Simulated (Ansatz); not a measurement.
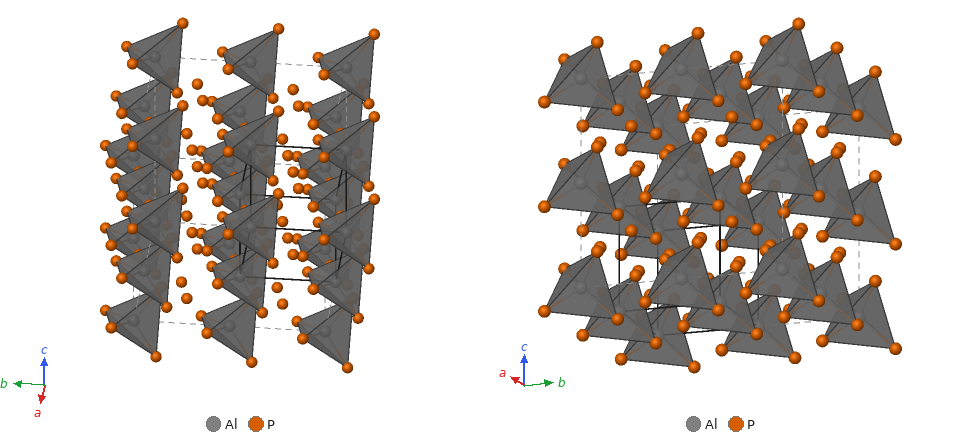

Polyhedra are drawn about Al (bonds: Al–P below 2.8 Å); other atoms are plain spheres. Two views of the same piece.

AlP7 (space group P-43m, No. 215): coordinates from a relaxation with Ansatz, DFT PBE, scalar-relativistic, plane waves, PAW; the starting structure was generated, so it need not be a known form of this composition.

Sharing among the drawn polyhedra:

```
site        polyhedron  corner-sharing neighbours  edge-sharing  face-sharing  bond (Å)
  Al  AlP4 tetrahedron                          0             0             0      2.47
```

The tetrahedra are isolated from each other.
